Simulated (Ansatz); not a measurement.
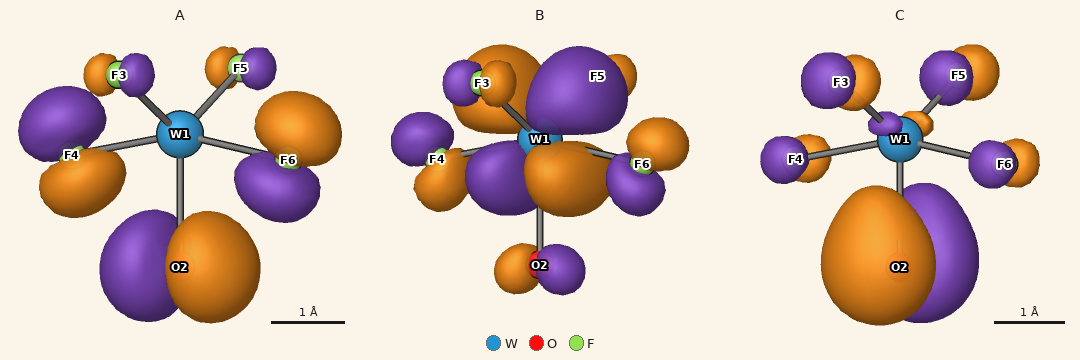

The picture shows: F4OW (WOF4) (charge +1, doublet). Three frontier orbitals at ±0.15 Å⁻³ᐟ² (orange and purple are the two phases), in no order.

Geometry: PBE0-D4/def2-SVP; core potentials replace the inner electrons of W.

Level of theory: Ansatz 0.2.0, UKS PBE0-D4/def2-TZVP.

```yaml
atoms:
  - { symbol: W, position_ang: [-0.0002, 0.0005, -0.1219] }
  - { symbol: O, position_ang: [0.0034, -0.0066, 1.7159] }
  - { symbol: F, position_ang: [1.5652, 0.0158, -1.0000] }
  - { symbol: F, position_ang: [-0.0131, 1.7833, 0.2068] }
  - { symbol: F, position_ang: [-1.5691, -0.0082, -0.9939] }
  - { symbol: F, position_ang: [0.0138, -1.7849, 0.1931] }
```

Question: Which picture is the HOMO−1, the HOMO and the LUMO? All are α orbitals.

Answer: A is the HOMO−1 (α) (−19.00 eV). It lies mainly on O2 (about 55 %), F4 (about 20 %) and F6 (about 20 %); largely a combination of lone pairs on O2, F4 and F6. C is the HOMO (α) (−18.39 eV). It lies mainly on O2 (about 75 %); largely a lone pair of O2. B is the LUMO (α) (−10.85 eV). By Hirshfeld shares it lies mainly on W1 (about 70 %), F4 (about 10 %) and F6 (about 10 %).

Question: What is the gap between the highest occupied and lowest empty α orbitals?

Answer: 7.54 eV between the orbital energies.
